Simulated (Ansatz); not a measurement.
# Nudged elastic band, with input and output: SnSiH8O (part 2 of 2)

The same run, continued: SnSiH8O; RKS BHLYP-D4/def2-SVP (Ansatz 0.2.0). One setting was made poor on purpose. It belongs to a series of runs on one base structure; here: band between the two ends.

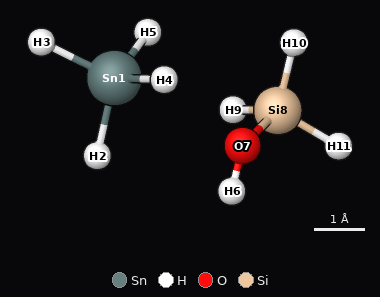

*The starting structure (ball-and-stick view, seen at a tilt; atoms are numbered from 1 in the order of the input). Sticks mark near contacts.*

The last band as extended XYZ, continued:
```
11
Properties=species:S:1:pos:R:3:forces:R:3 image=2 energy=-15879.07194
Sn   -0.6111   -1.5683   -1.5702    0.0017   0.0045  -0.0209
H     1.0409   -1.5366   -1.1400    0.0043   0.0221  -0.0416
H    -0.6709   -1.9123   -3.2438   -0.0379  -0.0485  -0.0143
H    -1.3881   -2.8108   -0.7023    0.0072   0.0091   0.0096
H    -1.3920   -0.0847   -1.2992    0.0254   0.0197  -0.0290
H     1.2972   -0.2536    0.6730   -0.0016   0.0028   0.0311
O     0.4674    0.0764    1.0080    0.0097  -0.0040   0.0376
Si    0.3507    1.6670    1.4624   -0.0011  -0.0190   0.0094
H     0.7598    2.5816    0.3684   -0.0010  -0.0203  -0.0060
H    -1.0639    1.8982    1.8061   -0.0037   0.0036   0.0099
H     1.2099    1.9430    2.6377   -0.0031   0.0299   0.0142
11
Properties=species:S:1:pos:R:3:forces:R:3 image=3 energy=-15878.90816
Sn   -0.6308   -1.5965   -1.3894   -0.0025  -0.0754  -0.0912
H     0.9772   -1.7068   -0.8156   -0.0255   0.0290  -0.0766
H    -0.4492   -1.6835   -3.0854   -0.1191  -0.1377  -0.0973
H    -1.4347   -2.9494   -0.7368   -0.0589  -0.0798  -0.0846
H    -1.5707   -0.2199   -1.0602    0.0966  -0.0036  -0.0196
H     1.2776   -0.2305    0.4786    0.0618   0.0879   0.0685
O     0.4541    0.1883    0.7123    0.0087  -0.0155   0.1348
Si    0.3743    1.7175    1.3327    0.0165   0.0369   0.0602
H     0.7844    2.7411    0.3421    0.0183  -0.0005   0.0108
H    -1.0371    1.9234    1.7041    0.0047   0.0444   0.0324
H     1.2548    1.8166    2.5178   -0.0006   0.1144   0.0625
11
Properties=species:S:1:pos:R:3:forces:R:3 image=4 energy=-15878.44119
Sn   -0.6137   -1.4752   -1.1808    0.0836  -0.2859  -0.1384
H     1.0149   -1.7601   -0.5608   -0.2874  -0.0979  -0.2126
H    -0.2245   -1.4506   -2.8409   -0.1777  -0.1841  -0.2186
H    -1.3578   -2.8746   -0.5543   -0.1788  -0.1958  -0.1912
H    -1.7766   -0.2211   -0.9799    0.2594  -0.1089   0.0597
H     1.1606   -0.4009    0.3350    0.0690   0.4446   0.2787
O     0.4278    0.2161    0.4170    0.0905   0.0815   0.1639
Si    0.3655    1.6844    1.1778    0.0574   0.1012   0.0896
H     0.7670    2.7604    0.2484    0.0341   0.0703   0.0433
H    -1.0349    1.8819    1.5972    0.0210   0.0323   0.0176
H     1.2716    1.6398    2.3416    0.0290   0.1427   0.1079
11
Properties=species:S:1:pos:R:3:forces:R:3 image=5 energy=-15877.48550
Sn   -0.6851   -1.2542   -1.0522   -0.0026  -0.0021  -0.0032
H     1.2266   -1.6964   -0.3443   -0.0020  -0.0013   0.0003
H    -0.0809   -1.3490   -2.6409   -0.0009  -0.0008  -0.0008
H    -1.2416   -2.7023   -0.3512    0.0036  -0.0008   0.0025
H    -1.9829   -0.1297   -1.0435    0.0011   0.0021   0.0008
H     1.0891   -0.7658    0.1249    0.0014   0.0017  -0.0043
O     0.3590    0.1412    0.2899   -0.0007   0.0032   0.0056
Si    0.3347    1.6129    1.0745    0.0003  -0.0019  -0.0020
H     0.7727    2.6991    0.1689    0.0019   0.0002   0.0012
H    -1.0411    1.8958    1.5388   -0.0009   0.0000  -0.0018
H     1.2495    1.5485    2.2352   -0.0014  -0.0004   0.0018
11
Properties=species:S:1:pos:R:3:forces:R:3 image=6 energy=-15878.46689
Sn   -0.7957   -1.0883   -1.0015   -0.2631   0.4166   0.0976
H     1.4262   -1.7871   -0.2545    0.5053  -0.1912   0.1553
H    -0.0400   -1.3174   -2.5204    0.0881   0.1448   0.2554
H    -1.1817   -2.5960   -0.2866    0.1828   0.2472   0.0995
H    -2.1525   -0.0986   -1.1225   -0.4195   0.0745  -0.1719
H     1.3110   -1.0941    0.0735    0.5480  -0.7786  -0.1575
O     0.2068    0.1809    0.2247   -0.3660   0.0918  -0.1584
Si    0.2861    1.6089    1.0261   -0.1296  -0.0319  -0.0759
H     0.7749    2.6971    0.1418   -0.0333   0.0022  -0.0025
H    -1.0558    1.9704    1.5377   -0.0461   0.1236   0.0604
H     1.2207    1.5243    2.1817   -0.0668  -0.0990  -0.1019
11
Properties=species:S:1:pos:R:3:forces:R:3 image=7 energy=-15878.96468
Sn   -0.9227   -0.9829   -0.9978   -0.0792   0.0697  -0.0028
H     1.6984   -1.9957   -0.1792    0.1778  -0.1212   0.0265
H    -0.0330   -1.2179   -2.4295    0.0018   0.0808   0.0467
H    -1.1870   -2.4556   -0.1867    0.0081   0.0843   0.0467
H    -2.3495   -0.0956   -1.2381   -0.1261   0.0018  -0.0660
H     1.5403   -1.3144    0.1053    0.1486  -0.1320   0.0061
O     0.1283    0.1996    0.1941   -0.0487   0.0134  -0.0194
Si    0.2490    1.6231    0.9878   -0.0274  -0.0001  -0.0123
H     0.7610    2.6962    0.0983   -0.0203   0.0021  -0.0079
H    -1.0716    2.0510    1.5160   -0.0139   0.0331   0.0060
H     1.1866    1.4921    2.1300   -0.0208  -0.0320  -0.0234
11
Properties=species:S:1:pos:R:3:forces:R:3 image=8 energy=-15879.06399
Sn   -1.0399   -0.9163   -1.0007   -0.0076   0.0048  -0.0003
H     2.0553   -2.1733   -0.0267    0.0251  -0.0103   0.0072
H    -0.1289   -1.1368   -2.4185   -0.0062   0.0083  -0.0008
H    -1.3145   -2.3644   -0.1557   -0.0066   0.0053  -0.0007
H    -2.4717   -0.0334   -1.2727   -0.0084   0.0040  -0.0015
H     1.7768   -1.5052    0.1862    0.0164  -0.0118   0.0034
O     0.0761    0.1899    0.1949   -0.0027   0.0005  -0.0009
Si    0.2243    1.6368    0.9406   -0.0028  -0.0015  -0.0016
H     0.7261    2.6788    0.0086   -0.0020  -0.0012  -0.0023
H    -1.0818    2.1039    1.4759   -0.0026   0.0022  -0.0016
H     1.1780    1.5202    2.0682   -0.0026  -0.0003  -0.0009
11
Properties=species:S:1:pos:R:3:forces:R:3 image=9 energy=-15879.07046
Sn   -1.1520   -0.8820   -1.0468   -0.0010   0.0002  -0.0008
H     2.3177   -2.0967    0.2891    0.0010   0.0004   0.0010
H    -0.2618   -1.1649   -2.4667   -0.0008   0.0012  -0.0006
H    -1.5334   -2.3058   -0.2018    0.0004  -0.0005  -0.0009
H    -2.5156    0.1048   -1.3163   -0.0007   0.0000   0.0010
H     1.8703   -1.4917    0.3505    0.0001   0.0000   0.0008
O     0.0505    0.1314    0.1482    0.0005  -0.0012   0.0010
Si    0.2556    1.5789    0.8821   -0.0002   0.0003  -0.0003
H     0.6869    2.6212   -0.0846    0.0006  -0.0004  -0.0006
H    -1.0077    2.0473    1.5109    0.0001   0.0003  -0.0006
H     1.2894    1.4576    1.9354    0.0000  -0.0003   0.0000
11
Properties=species:S:1:pos:R:3:forces:R:3 image=10 energy=-15879.07044
Sn   -1.1717   -0.8546   -1.1128   -0.0083   0.0069  -0.0098
H     2.2951   -2.0897    0.5872   -0.0030   0.0023  -0.0004
H    -0.2646   -1.1495   -2.5197    0.0045  -0.0040   0.0041
H    -1.6176   -2.2735   -0.2917    0.0055   0.0013   0.0008
H    -2.4971    0.1775   -1.4026   -0.0031   0.0009   0.0046
H     1.8130   -1.5101    0.5449    0.0030  -0.0023   0.0009
O     0.0383    0.1074    0.1167    0.0038   0.0009   0.0039
Si    0.2887    1.5521    0.8435   -0.0062  -0.0050  -0.0053
H     0.4843    2.6347   -0.1557    0.0018  -0.0008   0.0002
H    -0.8664    1.9357    1.6963    0.0009  -0.0008   0.0000
H     1.4977    1.4702    1.6940    0.0011   0.0006   0.0011
```

This output came from the following input.

Input:
```yaml
crystal:
  periodic: [false, false, false]
  atoms:
    - { symbol: Sn, position_ang: [-0.513408, -1.310613, -1.580191] }
    - { symbol: H, position_ang: [1.191902, -1.33273, -1.592078] }
    - { symbol: H, position_ang: [-1.048401, -1.865852, -3.111458] }
    - { symbol: H, position_ang: [-1.128114, -2.355056, -0.388008] }
    - { symbol: H, position_ang: [-1.09202, 0.277649, -1.368976] }
    - { symbol: H, position_ang: [1.501036, -0.425643, 1.119582] }
    - { symbol: O, position_ang: [0.586528, -0.154863, 1.097358] }
    - { symbol: Si, position_ang: [0.217221, 1.439781, 1.388223] }
    - { symbol: H, position_ang: [0.765793, 2.323214, 0.331273] }
    - { symbol: H, position_ang: [-1.254161, 1.527886, 1.411661] }
    - { symbol: H, position_ang: [0.773522, 1.876327, 2.692714] }
basis:
  gaussian: { orbitals: def2-SVP }
hamiltonian:
  xc: { name: BHLYP }
  dispersion: d4
neb:
  order_check: false
  images: 9
  f_tol: 0.05
  max_iterations: 60
  initial_path: linear
  final_atoms:
    - { symbol: Sn, position_ang: [-1.05246312, -0.83397991, -1.24023654] }
    - { symbol: H, position_ang: [2.51247341, -1.87581846, 0.38452426] }
    - { symbol: H, position_ang: [-0.10070683, -0.84584746, -2.64855655] }
    - { symbol: H, position_ang: [-1.34242439, -2.38596669, -0.6127926] }
    - { symbol: H, position_ang: [-2.48390574, 0.07091357, -1.4350016] }
    - { symbol: H, position_ang: [1.96761462, -1.35337589, 0.40151546] }
    - { symbol: O, position_ang: [0.02436605, 0.09544632, 0.13008639] }
    - { symbol: Si, position_ang: [0.09858165, 1.45619345, 1.03609127] }
    - { symbol: H, position_ang: [0.18068323, 2.67096287, 0.18385027] }
    - { symbol: H, position_ang: [-1.10304282, 1.59729173, 1.89915564] }
    - { symbol: H, position_ang: [1.29872193, 1.40428047, 1.901464] }
```

Launch command:
```bash
ansatz run input.yaml --threads 2 --pin off --max-ram 3072MiB --backend cpu --events-out ev --progress --plain --runs-dir out
```

Summary:

| quantity | value |
| --- | --- |
| outcome | converged |
| barrier, forward | 1.655 eV |
| barrier, backward | 1.585 eV |
| hardware | 2 threads of Intel Xeon (Sapphire Rapids), 16 GiB of memory available, shared host |
| wall time | 13 min (CPU time 24 min) |
| peak memory | 0.25 GiB |

Remarks:

A deliberately poor setting: straight start. The order of the saddle point was not checked.
